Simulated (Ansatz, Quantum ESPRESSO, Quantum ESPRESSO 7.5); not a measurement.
**1T-SiO2, 1 layer: response to a perpendicular field**

Wanted: polarisability and gap of 1T-SiO2, 1 layer against a perpendicular field.

Calculated with Quantum ESPRESSO 7.5; plane-wave DFT, PBEsol, GBRV ultrasoft pseudopotentials (geometry and cross-check by Ansatz 0.2.0 with PAW datasets; geometry under PBE).

## 1. The structure

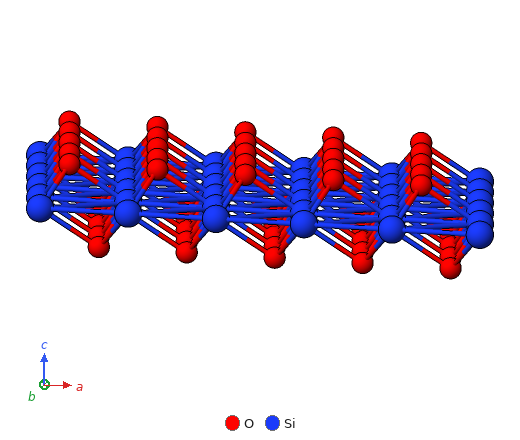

Start, viewed nearly edge on; oxygen red, silicon blue. 5×5×1 cells are drawn. Some periodic images of atoms are drawn too.

The cell holds 3 atoms: 2 O and 1 Si. Its edges and angles: a = 2.422 Å, b = 2.422 Å, c = 18.859 Å, α = 90.0°, β = 90.0°, γ = 120.0°. It derives from SiO2. Vacuum lies along c.

This sheet is a model structure: its symmetry is held, and its stability is not tested here.

## 2. Geometry from Ansatz

The geometry comes first, from a plane-wave PAW code, so that the later runs on this slab share one structure.

The input, input.yaml:

```yaml
crystal:
  lattice:
    - [2.421797, 0.0, 0.0]
    - [-1.2108985, 2.0973377248, 0.0]
    - [0.0, 0.0, 18.8590399999]
  atoms:
    - { symbol: O, position: [0.6666666667, 0.3333333333, 0.4507122314] }
    - { symbol: Si, position: [0.0, 0.0, 0.5] }
    - { symbol: O, position: [0.3333333333, 0.6666666667, 0.5492877686] }
kpoints:
  mp_grid: { grid: [12, 12, 1] }
hamiltonian:
  xc: pbe
scf:
  occupations: { method: fermi_dirac, width: 0.05 }
  convergence: { dr2_threshold: 1.0e-08 }
efield:
  axis: 3
  dipole_correction: true
  ramp_position: 0.97
  ramp_width: 0.04
relax:
  f_tol: 0.01
  cell: { fix: [c, alpha, beta] }
output:
  write_potential: true
  write_density: true
  volumetric_format: npy
```

Launch:

```sh
$ ansatz run input.yaml --threads 2 --pin off --max-ram 4096MiB --backend cpu --events-out ev --progress --plain --runs-dir out
```

Numbers of over 12 decimals in the logs are rounded to 6 here.

The log of the run:

```text
Warning: relax.cell: scf.convergence.dr2_threshold = 1e-8 eV is looser than the 3e-10 eV advised for a relaxation that steers and ends on the stress (1e-10 eV for each atom of the cell: 3). What an SCF threshold leaves in a stress goes as its square root, and in the free energy as the threshold itself, and one threshold admits the most on a small cell: [figures from the program's tests cut] Set scf.convergence.dr2_threshold to 3e-10 eV or tighter. The threshold is an SCF's pass mark: one that does not reach it within its budget of iterations ends unconverged, or closes short of it on a stop that the run arms, and scf.convergence.dr2_threshold's page says what that costs each kind of run
Engine: ansatz 0.2.0, aarch64-unknown-linux-gnu
Pseudopotentials: kind: paw
Pseudopotential: O, paw, valence charge 6, recommended cutoff 420 eV (normal), O.paw.azcp
Pseudopotential: Si, paw, valence charge 4, recommended cutoff 420 eV (normal), Si.paw.azcp
Functional definition: PBE
  parameter kappa = 0.804
  parameter beta = 0.066725
  exchange = pbe_x(kappa = kappa, mu = beta*pi^2/3)
  correlation = pbe_c(beta = beta)
Crystal: 3 atoms, lattice volume = 95.791 Å³
Basis set: ecut = 420 eV, 1809 PW (Γ), exchange–correlation on 36×36×256 points (8 copies of the dense FFT grid, shifted against one another)
Bands: 12, of which v1, the nominal top of the filled ones, is band 8 counted from 1 (7 counted from 0)
Symmetry: 6 space group operations
k-points: 19 of 144 (time reversal used)
Non-local potential: O, projectors of the file, l = 0: 2, l = 1: 2, l = 2: 1
Non-local potential: Si, projectors of the file, l = 0: 2, l = 1: 2, l = 2: 2
PAW form: soft (Blöchl's): semilocal exchange-correlation on the pseudo side does not see the compensation charge
PAW one-centre angular grid: O, 110 points (default); XC on 64 Gauss nodes
PAW one-centre angular grid: Si, 110 points (default); XC on 64 Gauss nodes
Initial density: superposition of atomic densities (neutral atoms: chi_scale 0, normalization atom), corrected by the library's trained network
Initial wavefunctions: pseudopotential atomic-orbital guess
Functional: x = pbe(κ = 0.804, μ = 0.219515), c = pbe(β = 0.066725)
SCF iter   1: F=—  HF=-1771.558900 eV  |F-HF|=—  |Δ(HF+E_count)|=         —  Δρ=6.38e-3  dr2=3.11e-2  ethr=1.77e-3  p=0.000 e·Å  D=1.25e-4 V/Å  ΔV_dip=-0.00 eV  dr2_dipole=1.13e-8  V_vac-E_F(+/−)=5.27/5.27 eV  ⟨swp⟩=10.6  Hψ=2378  notcnv=0
efield: sawtooth ramp at fractional position 0.9700 (set: `efield.ramp_position`, or a place that a band, a saddle search or an elastic batch's reference lends), width 0.0400; the density the first Hamiltonian is built on has a dipole p = 0.000 e·Å; the dipole correction subtracts the counter field D = 1.25e-4 V/Å, which shifts the + side's vacuum level by -0.00 eV against the − side's; the planar-averaged density in the ramp window peaks in size at 3.2e-5 e/Å³
preconditioner: auto → none  [insulator: Δε(μ)=8.282 eV  Ē_g=19.869 eV  σ=0.050 eV  W_gap=1.00  n_scr=12 (ndim 8)  ℏωp=15.2 eV  f_vac=0.745  D(μ)=0.00/eV (n_scr^D=0)  ε∞_Penn≈1.6]
SCF iter   2: F=—  HF=-1771.549734 eV  |F-HF|=—  |Δ(HF+E_count)|=   9.17e-3  Δρ=1.90e-3  dr2=1.50e-3  ethr=1.94e-4  p=0.000 e·Å  D=2.15e-5 V/Å  ΔV_dip=-0.00 eV  dr2_dipole=2.07e-9  V_vac-E_F(+/−)=5.23/5.23 eV  ⟨swp⟩=3.7  Hψ=719  notcnv=0
SCF iter   3: F=—  HF=-1771.550405 eV  |F-HF|=—  |Δ(HF+E_count)|=   6.72e-4  Δρ=7.07e-4  dr2=2.18e-4  ethr=9.38e-6  p=0.000 e·Å  D=7.36e-5 V/Å  ΔV_dip=-0.00 eV  dr2_dipole=1.49e-8  V_vac-E_F(+/−)=5.07/5.07 eV  ⟨swp⟩=3.3  Hψ=458  notcnv=0
SCF iter   4: F=—  HF=-1771.550839 eV  |F-HF|=—  |Δ(HF+E_count)|=   4.33e-4  Δρ=8.10e-5  dr2=4.47e-6  ethr=1.36e-6  p=-0.000 e·Å  D=-1.68e-4 V/Å  ΔV_dip=0.00 eV  dr2_dipole=1.10e-7  V_vac-E_F(+/−)=4.93/4.92 eV  ⟨swp⟩=3.6  Hψ=498  notcnv=0
SCF iter   5: F=—  HF=-1771.550838 eV  |F-HF|=—  |Δ(HF+E_count)|=   1.09e-6  Δρ=6.05e-5  dr2=4.26e-6  ethr=2.80e-8  p=0.000 e·Å  D=2.87e-4 V/Å  ΔV_dip=-0.01 eV  dr2_dipole=3.69e-7  V_vac-E_F(+/−)=4.90/4.90 eV  ⟨swp⟩=3.6  Hψ=589  notcnv=0
SCF iter   6: F=—  HF=-1771.550838 eV  |F-HF|=—  |Δ(HF+E_count)|=   7.33e-8  Δρ=1.64e-5  dr2=3.26e-7  ethr=2.66e-8  p=-0.000 e·Å  D=-9.70e-5 V/Å  ΔV_dip=0.00 eV  dr2_dipole=3.56e-8  V_vac-E_F(+/−)=4.89/4.89 eV  ⟨swp⟩=3.1  Hψ=429  notcnv=0
SCF iter   7: F=-1771.550838 eV  HF=-1771.550838 eV  |F-HF|=1.05e-8  |Δ(HF+E_count)|=   1.30e-8  Δρ=5.34e-6  dr2=8.61e-9  ethr=6.25e-11  p=-0.000 e·Å  D=-6.73e-6 V/Å  ΔV_dip=0.00 eV  dr2_dipole=1.74e-12  V_vac-E_F(+/−)=4.89/4.89 eV  ⟨swp⟩=11.0  Hψ=2099  notcnv=0
SCF 1 converged in 7 iterations: F = -1771.550838 eV  dr2 = 8.61e-9
  greatest PAW one-centre occupation: 0.877 electrons in one spin orbital (limit 2), on the O atom at site 2 (counted from 0), in its partial waves of l = 0
relax step   1: F+E_penalty+E_count = -1771.55083766 eV  Δ(F+E_penalty+E_count) = +0.000e0 eV  max|allowed force component| = 2.429e0 eV/Å  Δτ_max = 0.0000 Å  P = +20.557 GPa  Ω = 95.791 Å³  fix = [c, alpha, beta]  reactions: c +7.551 GPa  (7 SCF iters, accepted)
Crystal: 3 atoms, lattice volume = 103.483 Å³
Basis set: ecut = 420 eV, 2025 PW (Γ), exchange–correlation on 36×36×256 points (8 copies of the dense FFT grid, shifted against one another)
Initial density: handed on by an earlier stage of this run
Initial wavefunctions: those handed on with the density
iter 1 solved again at ethr=4.98e-4 eV; its pass at ethr=3.10e-3 eV (dr2=7.98e-2 eV) is discarded
SCF iter   1: F=—  HF=-1772.518436 eV  |F-HF|=—  |Δ(HF+E_count)|=         —  Δρ=9.37e-3  dr2=7.85e-2  ethr=4.98e-4  p=-0.000 e·Å  D=-7.32e-6 V/Å  ΔV_dip=0.00 eV  dr2_dipole=6.12e-12  V_vac-E_F(+/−)=4.51/4.51 eV  ⟨swp⟩=1.5  Hψ=2206  notcnv=0
efield: sawtooth ramp at fractional position 0.9700 (set: `efield.ramp_position`, or a place that a band, a saddle search or an elastic batch's reference lends), width 0.0400; the density the first Hamiltonian is built on has a dipole p = -0.000 e·Å; the dipole correction subtracts the counter field D = -7.32e-6 V/Å, which shifts the + side's vacuum level by +0.00 eV against the − side's; the planar-averaged density in the ramp window peaks in size at 6.1e-6 e/Å³
preconditioner: auto → none  [insulator: Δε(μ)=8.089 eV  Ē_g=19.062 eV  σ=0.050 eV  W_gap=1.00  n_scr=10 (ndim 8)  ℏωp=14.6 eV  f_vac=0.745  D(μ)=0.00/eV (n_scr^D=0)  ε∞_Penn≈1.6]
[...]
relax step   9: F+E_penalty+E_count = -1773.14542701 eV  Δ(F+E_penalty+E_count) = -8.085e-5 eV  max|allowed force component| = 6.208e-4 eV/Å  Δτ_max = 0.0007 Å  P = +0.002 GPa  Ω = 118.885 Å³  energy of the carried Pulay correction = -3.201e-3 eV  fix = [c, alpha, beta]  reactions: c +0.006 GPa  (4 SCF iters, accepted)
Basis set: ecut = 420 eV, 2385 PW (Γ), exchange–correlation on 40×40×256 points (8 copies of the dense FFT grid, shifted against one another)
iter 1 solved again at ethr=2.62e-7 eV; its pass at ethr=3.10e-3 eV (dr2=4.19e-5 eV) is discarded
SCF iter   1: F=—  HF=-1773.148051 eV  |F-HF|=—  |Δ(HF+E_count)|=         —  Δρ=1.24e-4  dr2=1.86e-6  ethr=2.62e-7  p=-0.000 e·Å  D=-6.97e-6 V/Å  ΔV_dip=0.00 eV  dr2_dipole=5.95e-12  V_vac-E_F(+/−)=5.59/5.59 eV  ⟨swp⟩=4.3  Hψ=3096  notcnv=0
efield: sawtooth ramp at fractional position 0.9700 (set: `efield.ramp_position`, or a place that a band, a saddle search or an elastic batch's reference lends), width 0.0400; the density the first Hamiltonian is built on has a dipole p = -0.000 e·Å; the dipole correction subtracts the counter field D = -6.97e-6 V/Å, which shifts the + side's vacuum level by +0.00 eV against the − side's; the planar-averaged density in the ramp window peaks in size at 6.1e-6 e/Å³
preconditioner: auto → none  [insulator: Δε(μ)=6.602 eV  Ē_g=17.760 eV  σ=0.050 eV  W_gap=1.00  n_scr=10 (ndim 8)  ℏωp=13.6 eV  f_vac=0.740  D(μ)=0.00/eV (n_scr^D=0)  ε∞_Penn≈1.6]
SCF iter   2: F=—  HF=-1773.148437 eV  |F-HF|=—  |Δ(HF+E_count)|=   3.86e-4  Δρ=5.90e-5  dr2=5.00e-7  ethr=1.16e-8  p=-0.000 e·Å  D=-4.85e-6 V/Å  ΔV_dip=0.00 eV  dr2_dipole=8.48e-12  V_vac-E_F(+/−)=5.59/5.59 eV  ⟨swp⟩=2.8  Hψ=478  notcnv=0
SCF iter   3: F=—  HF=-1773.148627 eV  |F-HF|=—  |Δ(HF+E_count)|=   1.90e-4  Δρ=2.12e-5  dr2=1.20e-7  ethr=3.13e-9  p=-0.000 e·Å  D=-8.74e-6 V/Å  ΔV_dip=0.00 eV  dr2_dipole=4.18e-11  V_vac-E_F(+/−)=5.59/5.59 eV  ⟨swp⟩=3.2  Hψ=510  notcnv=0
iter 4 met the thresholds in force, and the SCF goes on: an eigenvalue changes by 10.77 meV, over its tolerance of 3.16 meV (output.eigenvalues, Limitations)
SCF iter   4: F=-1773.148670 eV  HF=-1773.148668 eV  |F-HF|=1.24e-6  |Δ(HF+E_count)|=   4.15e-5  Δρ=2.09e-6  dr2=1.98e-9  ethr=6.25e-11  p=-0.000 e·Å  D=-3.31e-6 V/Å  ΔV_dip=0.00 eV  dr2_dipole=4.57e-11  V_vac-E_F(+/−)=5.59/5.59 eV  ⟨swp⟩=14.3  Hψ=2501  notcnv=0
iter 5 met the thresholds in force, and the SCF goes on: an eigenvalue changes by 11.20 meV, over its tolerance of 3.16 meV (output.eigenvalues, Limitations)
SCF iter   5: F=-1773.148670 eV  HF=-1773.148670 eV  |F-HF|=1.71e-7  |Δ(HF+E_count)|=   1.07e-6  Δρ=9.35e-7  dr2=8.88e-10  ethr=1.24e-11  p=-0.000 e·Å  D=-9.56e-6 V/Å  ΔV_dip=0.00 eV  dr2_dipole=7.25e-11  V_vac-E_F(+/−)=5.59/5.59 eV  ⟨swp⟩=10.7  Hψ=1980  notcnv=0
Mixer restart at iter 5: flushing history
SCF iter   6: F=-1773.148670 eV  HF=-1773.148670 eV  |F-HF|=8.33e-9  |Δ(HF+E_count)|=   1.74e-7  Δρ=2.19e-6  dr2=7.96e-9  ethr=5.55e-12  p=0.000 e·Å  D=5.30e-6 V/Å  ΔV_dip=-0.00 eV  dr2_dipole=7.77e-10  V_vac-E_F(+/−)=5.59/5.59 eV  ⟨swp⟩=9.5  Hψ=1952  notcnv=0
SCF 10 converged in 6 iterations: F = -1773.148670 eV  dr2 = 7.96e-9
  greatest PAW one-centre occupation: 0.866 electrons in one spin orbital (limit 2), on the O atom at site 2 (counted from 0), in its partial waves of l = 0
relax step  10: F+E_penalty+E_count = -1773.14866973 eV  Δ(F+E_penalty+E_count) = -3.243e-3 eV  max|allowed force component| = 6.601e-4 eV/Å  Δτ_max = 0.0000 Å  P = +0.012 GPa  Ω = 118.885 Å³  fix = [c, alpha, beta]  reactions: c -0.000 GPa  stress off target by 1.82e-2 GPa on what of the cell is left free  SCF on the basis re-selected at this cell (its energy is not comparable with the rows above)  (6 SCF iters)
basis re-selected at this cell: Δ(F+E_penalty+E_count) = -3.243e-3 eV, ΔP = +0.011 GPa vs the last step (what re-selecting the basis moved, of the pressure what is left beyond the Pulay correction that the steps carried, after the strain that the cell walked since its last selection, with what the two solves' SCF thresholds leave and, on support functions, any second-order correction that the steps lacked; it is no measure of the basis error at this ecutwfc). The dense FFT grid was sized anew with the basis: this SCF ran on 20×20×128 points, the steps before it on 18×18×128, so part of this shift can come from that change (see relax.cell in the input reference). [rest of the remark cut]
WARN: The output density's exchange-correlation potential varies sharply where the density is thin. Do not read a vacuum level from v_tot or v_xc, or from such a field of the output density. On a cell that repeats whose density bears no net charge and no dipole along the vacuum's axis use v_es (v_loc + v_h of the components); under efield.dipole_correction with no amplitude use v_es + v_field, which holds any externa [...]
SCF converged after 6 iterations
an eigenvalue changed by more than its tolerance at an iteration that met the thresholds in force, so the SCF went on 2 times, its first undamped step at iteration 5: the last check found none over its tolerance
Free energy (F): -1773.148670 eV
Harris-Foulkes:  -1773.148670 eV  (|F-HF|=8.33e-9)
Internal energy: -1773.148670 eV  (E = F + TS)
E sigma→0 (E₀):  -1773.148670 eV
Fermi energy:    -2.041350 eV
Dipole field:    D = -0.000043 V/Å  (p = -0.000028 e·Å, saw-weighted, corrected)
Work function:   Φ+ = 5.5916 eV   Φ− = 5.5908 eV
Levels:          The Fermi level and band energies are counted from a zero that moves with the ramp; work functions are not
--- Per-component energies (eV) ---
  E_band       = -197.284256
  E_kinetic    = 403.971398
  E_local      = -8653.669729  (includes V_loc(G=0)·N_el)
  E_nonlocal   = 117.825875
  E_hartree    = 4124.476676
  E_xc         = -205.704233
  E_vxc        = -239.310404  (∫ρ·V_xc dr)
  E_paw        = -829.784811  (= ΣΔE_a)
  E_vpaw       = -75.059683  (= ΣTr[D̂ρ^β])
  E_aug_tail   = 0.005039  (compensation charges beyond the density's cutoff)
  E_efield     = 0.000000  (sawtooth field / dipole correction)
  E_vefield    = 0.000131  (∫n·V_field dr)
  E_ewald      = 3269.731114
  E_smearing   = -0.000000  (= −TS)
  E_closure    = -0.000000  (closes the sum)
  Σ components = -1773.148670   (vs F -1773.148670, Δ=0.00e0)
--- Forces (eV/Å), atoms counted from 1 ---
  atom   1  O      0.00000000    -0.00000000    -0.00049429
  atom   2  Si     0.00000000     0.00000000    -0.00016056
  atom   3  O      0.00000000     0.00000000     0.00066265
  max |Σ_I F_I| component: 7.81e-6 eV/Å
--- Stress (GPa, compression-positive) ---
        0.018213       0.000000      -0.000000
        0.000000       0.018213       0.000000
        0.000000       0.000000      -0.000027
  P = ⅓ Tr σ = 0.0121 GPa (0.121 kbar)
--- Band table (eV; the first three rows and the last of 19) ---
  k-point 0: bands = [... 4 lower, -7.3449, -6.2878, -6.2878, -5.9914, 1.1803, 2.9639, 3.3938, 3.4025]
  k-point 1: bands = [... 4 lower, -7.5248, -6.6705, -6.2682, -5.7362, 1.6112, 3.2323, 3.5811, 3.6762]
  k-point 2: bands = [... 4 lower, -7.9312, -7.4722, -6.2881, -5.4968, 2.5527, 3.7660, 4.0820, 4.4431]
  k-point 18: bands = [... 4 lower, -10.9106, -9.3045, -6.0203, -6.0202, 5.1599, 8.4698, 8.5954, 8.5954]
--- Relaxed structure (8 steps of the walk, 8 accepted, 2 SCFs on fresh bases) ---
  F+E_penalty+E_count = -1773.14866973 eV   max|allowed force component| = 6.601e-4 eV/Å   (the final SCF, on the basis selected at the relaxed cell)
  cell:  # Å, volume = 118.8847 Å³
    - [2.697974, 0, 0]
    - [-1.348987, 2.336514, 0]
    - [0, 0, 18.8590399999]
  atoms:
    - { symbol: O, position: [0.666667, 0.333333, 0.451439] }
    - { symbol: Si, position: [0, 0, 0.500000] }
    - { symbol: O, position: [0.333333, 0.666667, 0.548561] }
```

The job ended after 15 s (2 threads of Arm Neoverse V2, shared host; peak memory 0.37 GiB; 28 s of CPU time).

Relaxation path:

| step | energy less that of the first step (eV) | largest force component (eV/Å) | pressure (GPa) | volume (Å³) |
| --- | --- | --- | --- | --- |
| 1 | 0.0000 | 2.4289 | 20.56 | 95.79 |
| 2 | -0.9397 | 1.5596 | 11.24 | 103.48 |
| 3 | -1.4525 | 0.4388 | 2.17 | 113.58 |
| 4 | -1.4776 | 0.1013 | 0.19 | 116.16 |
| 5 | -1.4779 | 0.0030 | -0.18 | 116.56 |
| 6* | -1.5869 | 0.0407 | 1.07 | 116.56 |
| 7 | -1.5949 | 0.0038 | 0.17 | 118.48 |
| 8 | -1.5945 | 0.0156 | 0.01 | 118.93 |
| 9 | -1.5946 | 0.0006 | 0.00 | 118.88 |
| 10* | -1.5978 | 0.0007 | 0.01 | 118.88 |

Relaxation steps marked * repeat the geometry before them on a plane-wave basis chosen anew for their cell, so energy and pressure can jump there.

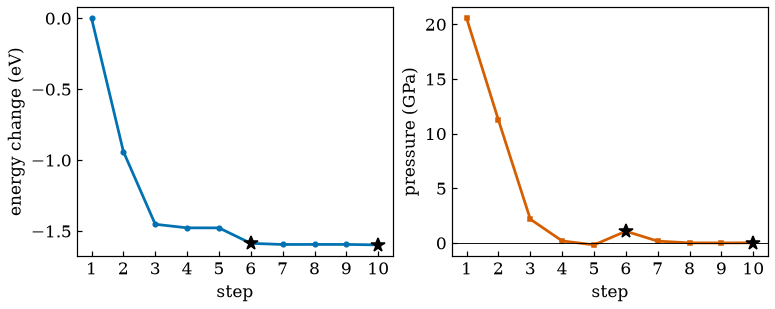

Energy and pressure along the relaxation. Stars mark steps on a basis chosen anew.

| cell as run | before | after | change |
| --- | --- | --- | --- |
| a (Å) | 2.422 | 2.698 | +11.4 % |
| b (Å) | 2.422 | 2.698 | +11.4 % |

The atoms that moved most (Å, along periodic axes as changes of fractional coordinates times the final cell, across vacuum about the mean position):

| atom | dx | dy | dz | length |
| --- | --- | --- | --- | --- |
| O3 | 0.000 | 0.000 | -0.014 | 0.014 |
| O1 | 0.000 | 0.000 | 0.014 | 0.014 |

Final coordinates:

```xyz
3
Lattice="2.6980 0.0000 0.0000 -1.3490 2.3365 0.0000 0.0000 0.0000 18.8590" Properties=species:S:1:pos:R:3
O     1.3490    0.7788    8.5137
Si    0.0000    0.0000    9.4295
O     0.0000    1.5577   10.3453
```

Read from the output:

```
free energy                                                      : -1773.1487 eV
Fermi energy                                                     : -2.041 eV
gap by band count                                                : 6.602 eV
symmetry operations                                              : 6
dipole along the normal                                          : -2.85e-5 e·Å
vacuum level at the upper face over a Fermi level inside the gap : 5.592 eV
vacuum level at the lower face over a Fermi level inside the gap : 5.591 eV
```

(Part 1 of 5 ends here.)

[Logs are printed without paths, hosts, clocks, repeated set-up lines and the standing remarks that a program may print on its own settings, such as how far it seeks lower states.]

[Hosts, paths, dates, database ids (printed as entryN), source tags and the programs' standing remarks are cut or masked in the printed files.]

[Maps of the electrostatic potential energy from Ansatz leave out the sawtooth potential of an applied field or a dipole correction, so their vacuum need not be flat; planar profiles and work functions include it.]
